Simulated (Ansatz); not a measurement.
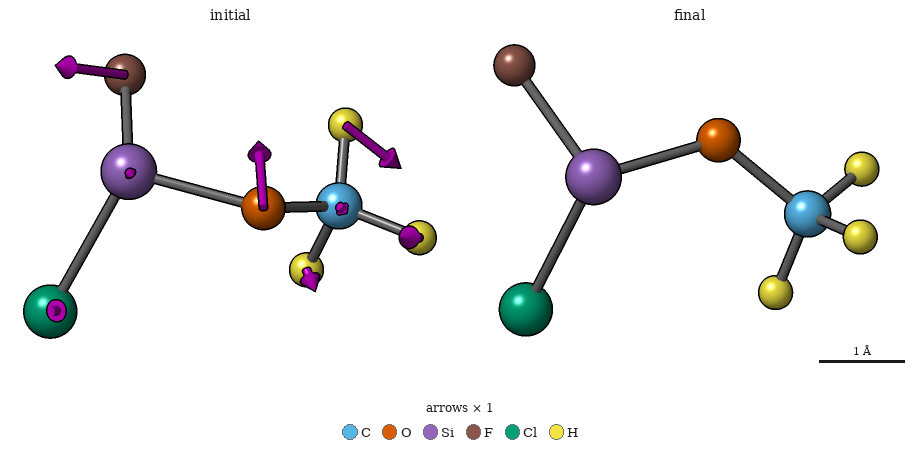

The structure of CH3ClFOSi (multiplicity 2) (coarse preliminary run) before (left) and after (right) a relaxation, at one scale. The purple arrows give the displacements, at their true length.

The picture is a ball-and-stick view, seen face on.

The start comes from a force field.

These are results of UKS PBE-D4/def2-SVP in Ansatz 0.2.0, not measurements. Set-up: force threshold 0.03 eV/Å; at most 200 steps.

**What changed between the two?**

After 34 accepted moves (37 points after the start) the energy has fallen by 10.2 kcal/mol. Largest force component: 2.7 eV/Å at the start, 0.018 eV/Å at the end. The line search rejected the trial steps at points 18, 20, 24 of the run. The atom that moves furthest after the best rigid fit is the F atom (1.25 Å). Largest moves by element: F 1.25 Å, O 1.14 Å, H 0.93 Å, Cl 0.40 Å, C 0.18 Å, Si 0.12 Å. Some distances before and after: F–Si 1.544 → 1.633 Å, Cl–Si 2.026 → 2.096 Å, C–H 1.063 → 1.109 Å, C–H 1.144 → 1.112 Å. Among the angles between lasting bonds that change: C–O–Si 118.8° → 126.7°, O–C–H 106.7° → 111.9°, O–C–H 112.9° → 107.9°. Groups turn about O–Si by about 130°, C–O by about 95°. The run took about 110 core-seconds on a shared host.
